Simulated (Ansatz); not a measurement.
# Si₂HO+ (singlet): the correlation ladder, cc-pVDZ

How much of the correlation energy of Si₂HO+ (singlet) does each wave-function method recover here?

The runs use Ansatz 0.2.0, Gaussian basis; cc-pVDZ, core rule «outside noble gas», up to 11 orbitals frozen.

To be run: UHF; CCSD(T) on RHF; CCSD(T) on UHF; BCCD(T) on RHF; CISD; CCSDT(Q) on RHF; CCSDT(Q) on UHF; CASSCF and MRCISD+Q, 8 electrons in 8 orbitals; CASSCF and NEVPT2, 8 electrons in 8 orbitals.

22 further runs of the same task are left out: 7 that didn't finish, 15 set aside as unsound or not needed.

### Step 1. What is computed

The geometry is a PBE0/def2-TZVP stationary point (not a proven minimum) of the parent state, kept for this charge and spin.

4 atoms, charge 1, spin multiplicity 1.

Atoms are counted from 1 here; the program's logs count them from 0.

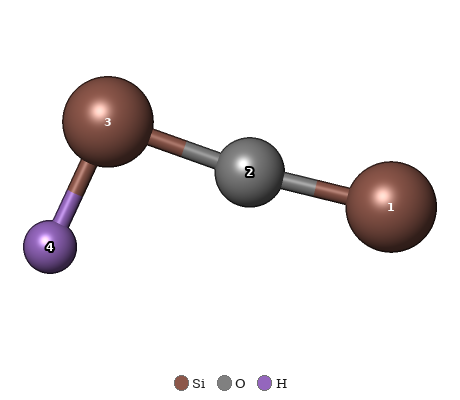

The geometry (silicon brown, oxygen grey, hydrogen purple); atoms are numbered from 1 in the order of the file.

### Step 2. UHF

The input, in.yaml:

```yaml
crystal:
  periodic: [false, false, false]
  atoms:
    - {symbol: Si, position_ang: [0.000000, 0.019217, 1.662780]}
    - {symbol: O, position_ang: [0.000000, 0.046850, 0.045269]}
    - {symbol: Si, position_ang: [0.000000, -0.096716, -1.620718]}
    - {symbol: H, position_ang: [0.000000, 1.415798, -1.890609]}
basis:
  gaussian: {orbitals: cc-pVDZ}
total_charge: 1
magnetization: {spin_polarized: true, initial_magnetization: 0}
hamiltonian: {xc: hf}
output: {orbitals: {seedname: orbitals}}
```

On the command line:

```console
> ansatz run in.yaml --threads 1 --pin off --events-out ev --progress --plain --max-ram 2393MiB
```

After this run come: CCSD(T) on RHF; CCSD(T) on UHF; BCCD(T) on RHF; CISD; CCSDT(Q) on RHF; CCSDT(Q) on UHF; CASSCF and MRCISD+Q, 8 electrons in 8 orbitals; CASSCF and NEVPT2, 8 electrons in 8 orbitals.

Before running them: what should the planned runs give, taken together? Wanted: RCCSDT(Q) below the RHF energy; RMP2 from RCCSDT(Q); UMP2 from RCCSDT(Q); RCCSD from RCCSDT(Q); RCCSD(T) from RCCSDT(Q); UCCSD(T) from RCCSDT(Q); UCCSDT(Q) from RCCSDT(Q); MRCISD+Q frontier from RCCSDT(Q); T1 diagnostic.

The runs gave:

| quantity | value |
| --- | --- |
| RCCSDT(Q) below the RHF energy | -9.9548 eV |
| RMP2 from RCCSDT(Q) | +1238.8 meV |
| UMP2 from RCCSDT(Q) | +1387.2 meV |
| RCCSD from RCCSDT(Q) | +369.4 meV |
| RCCSD(T) from RCCSDT(Q) | +62.5 meV |
| UCCSD(T) from RCCSDT(Q) | +67.4 meV |
| UCCSDT(Q) from RCCSDT(Q) | 0.0 meV |
| MRCISD+Q frontier from RCCSDT(Q) | +79.4 meV |
| levels within 1 kcal/mol (43 meV) | RCCSDT, UCCSDT, UCCSDT(Q) |
| T1 diagnostic | 0.025 |

**Reading.** RCCSD(T) misses by +62.5 meV, 0.6 % of the correlation energy. These misses are within one basis, not against nature.
